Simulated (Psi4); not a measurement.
**SiNH4O (SMILES N[SiH]O): UB2PLYP/6-311+G(d,p) (density fitting, density fitting for correlation, sweep point 5)**

Aim: the vertical ionisation energy of SiNH4O at UB2PLYP/6-311+G** (density fitting, density fitting for correlation, sweep point 5), from 2 runs. The job is set up through a Python script.

The calculation is run with Psi4 1.11.

4 further runs of the same task are left out: 4 set aside as unsound or not needed.

## (1) The molecule

The species is SiNH4O (7 atoms), meant as a doublet with charge 0. As SMILES, `N[SiH]O`. Geometry: relaxed at PBE0-D4/def2-TZVP. This is one conformer, not always the lowest.

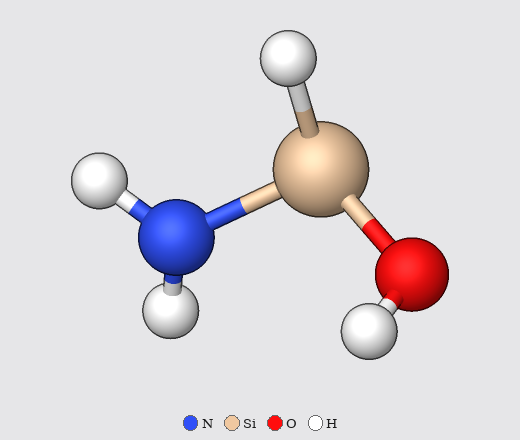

Viewed from a chosen angle; nitrogen blue, silicon light orange, oxygen red, hydrogen white.

## (2) The energy at UB2PLYP/6-311+G(d,p) (density fitting, density fitting for correlation, sweep point 5)

Input file calc.py:

```python
import psi4

psi4.set_memory(1600000000)
psi4.set_num_threads(1)
psi4.set_output_file('run.log', False)

mol = psi4.geometry("""
0 2
N     -1.31317068     1.03613683    -1.08697047
Si     0.55387873     0.30046645     1.47644302
O      3.06683653    -1.27065185     0.51079297
H     -0.67255353     2.20738909    -2.44681739
H     -3.18570030     1.27216363    -0.81806244
H     -1.13213492    -1.25080972     3.14582708
H      2.79849542    -2.42338478    -0.86738429
units bohr
symmetry c1
""")

options = {'reference': 'uks', 'puream': True, 'scf_type': 'df', 'num_frozen_docc': 7, 'dft_radial_points': 75, 'dft_spherical_points': 302, 'maxiter': 150}
psi4.set_options(options)

result = psi4.energy("b2plyp/6-311+G**")
print(f'b2plyp/6-311+G** energy: {result:.10f} Eh')
```

On the command line:

```sh
$ python calc.py
```

run.log:

```text
[...]
  Running in c1 symmetry.
[...]
  Nuclear repulsion =  111.033668838006434
[...]
  Multiplicity = 2
[...]
  Nalpha       = 17
  Nbeta        = 16
[...]
    Number of basis functions: 98
[...]
   @DF-UKS iter   1:  -421.24550909541193   -4.00004e-01   9.10809e-03 ADIIS/DIIS
[...]
   @DF-UKS iter   9:  -421.54527809927544   -6.19032e-08   6.33965e-07 DIIS
[...]
   @S^2 Observed:                7.528377766E-01
[...]
    Orbital Energies [Eh]
    ---------------------
    Alpha Occupied:
       1A    -67.248752     2A    -19.723150     3A    -14.828613
       4A     -5.650546     5A     -3.908630     6A     -3.904203
       7A     -3.902845     8A     -1.148764     9A     -0.986069
      10A     -0.643517    11A     -0.579811    12A     -0.560926
      13A     -0.462270    14A     -0.443590    15A     -0.401800
      16A     -0.368826    17A     -0.242322
    Alpha Virtual:
      18A      0.019438    19A      0.033153    20A      0.048757
      21A      0.058916    22A      0.106740    23A      0.111089
      24A      0.130420    25A      0.140358    26A      0.159571
[...]
  @DF-UKS Final Energy:  -421.54527809927544
   => Energetics <=
    Nuclear Repulsion Energy =            111.0336688380064345
    One-Electron Energy =                -802.5077759222042459
    Two-Electron Energy =                 288.0906912937696234
    DFT Exchange-Correlation Energy =     -18.1618623088471942
    Empirical Dispersion Energy =           0.0000000000000000
    VV10 Nonlocal Energy =                  0.0000000000000000
    Total Energy =                       -421.5452780992754356
[...]
 Multipole Moments:
 ------------------------------------------------------------------------------------
     Multipole            Electronic (a.u.)      Nuclear  (a.u.)        Total (a.u.)
 ------------------------------------------------------------------------------------
 L = 1.  Multiply by 2.5417464519 to convert [e a0] to [Debye]
 Dipole X            :          1.7961892           -2.4866306           -0.6904414
 Dipole Y            :          0.3850927           -0.1750497            0.2100430
 Dipole Z            :          0.9577285           -1.5405283           -0.5827998
 Magnitude           :                                                    0.9276222
[...]
```

Standard output:

```text
b2plyp/6-311+G** energy: -421.7019434088 Eh
```

Run time: 6.9 s. Hardware: 1 thread of Intel Xeon Platinum 8488C (Sapphire Rapids), shared host; peak memory 0.59 GiB.

## (3) The singlet cation, same level

Input file job.py:

```python
import psi4

psi4.set_memory(1600000000)
psi4.set_num_threads(1)
psi4.core.set_output_file('psi4.out', False)

mol = psi4.geometry("""
1 1
N     -1.31317068     1.03613683    -1.08697047
Si     0.55387873     0.30046645     1.47644302
O      3.06683653    -1.27065185     0.51079297
H     -0.67255353     2.20738909    -2.44681739
H     -3.18570030     1.27216363    -0.81806244
H     -1.13213492    -1.25080972     3.14582708
H      2.79849542    -2.42338478    -0.86738429
units au
symmetry c1
""")

psi4.set_options({
    'puream': True,
    'scf_type': 'df',
    'num_frozen_docc': 7,
    'dft_radial_points': 75,
    'dft_spherical_points': 302,
})

energy_value = psi4.energy("b2plyp/6-311+G**", molecule=mol)
print(f'b2plyp/6-311+G** energy: {energy_value:.10f} Eh')
```

On the command line:

```sh
$ python job.py
```

psi4.out:

```text
[...]
  Running in c1 symmetry.
[...]
  Nuclear repulsion =  111.033668838006434
[...]
  Multiplicity = 1
[...]
  Nalpha       = 16
  Nbeta        = 16
[...]
    Number of basis functions: 98
[...]
   @DF-RKS iter   1:  -420.98058754316361   -1.35082e-01   8.62193e-03 DIIS/ADIIS
[...]
   @DF-RKS iter   9:  -421.25864983857468   -2.05544e-08   3.09718e-07 DIIS
[...]
    Orbital Energies [Eh]
    ---------------------
    Doubly Occupied:
       1A    -67.557435     2A    -19.958446     3A    -15.089558
       4A     -5.954212     5A     -4.211684     6A     -4.207357
       7A     -4.206362     8A     -1.377812     9A     -1.227400
      10A     -0.879196    11A     -0.817911    12A     -0.798285
      13A     -0.702616    14A     -0.670117    15A     -0.630541
      16A     -0.591687
[...]
  @DF-RKS Final Energy:  -421.25864983857468
   => Energetics <=
    Nuclear Repulsion Energy =            111.0336688380064345
    One-Electron Energy =                -793.9178268953933184
    Two-Electron Energy =                 279.6326097481828015
    DFT Exchange-Correlation Energy =     -18.0071015293705443
    Empirical Dispersion Energy =           0.0000000000000000
    VV10 Nonlocal Energy =                  0.0000000000000000
    Total Energy =                       -421.2586498385746836
[...]
 Multipole Moments:
 ------------------------------------------------------------------------------------
     Multipole            Electronic (a.u.)      Nuclear  (a.u.)        Total (a.u.)
 ------------------------------------------------------------------------------------
 L = 1.  Multiply by 2.5417464519 to convert [e a0] to [Debye]
 Dipole X            :          1.4757456           -2.4866306           -1.0108851
 Dipole Y            :          0.9139651           -0.1750497            0.7389153
 Dipole Z            :          1.6502163           -1.5405283            0.1096880
 Magnitude           :                                                    1.2569471
[...]
```

The script printed:

```text
b2plyp/6-311+G** energy: -421.4186707557 Eh
```

It took 5.4 s on 1 thread of Intel Xeon Platinum 8488C (Sapphire Rapids), shared host; peak memory 0.59 GiB.

## (4) What came out

At UB2PLYP/6-311+G** (density fitting, density fitting for correlation, sweep point 5), 7 core orbitals frozen:

```
                                                                quantity          value
                                            doublet SiNH4O: total energy  -421.70194 Eh
doublet SiNH4O: HOMO energy (SCF part's orbitals) (highest over α and β)       -6.59 eV
 doublet SiNH4O: LUMO energy (SCF part's orbitals) (lowest over α and β)       -0.70 eV
                                                    doublet SiNH4O: ⟨S²⟩          0.753
                                            singlet cation: total energy  -421.41867 Eh
                       singlet cation: HOMO energy (SCF part's orbitals)      -16.10 eV
                       singlet cation: LUMO energy (SCF part's orbitals)       -8.89 eV
                     singlet cation: HOMO–LUMO gap (SCF part's orbitals)        7.22 eV
                      vertical ionisation energy (to the singlet cation)       7.708 eV
```

**Reading.** Removing an electron at fixed nuclei costs 7.71 eV (744 kJ/mol). Only the singlet of the ionised species was computed; a triplet could lie lower.
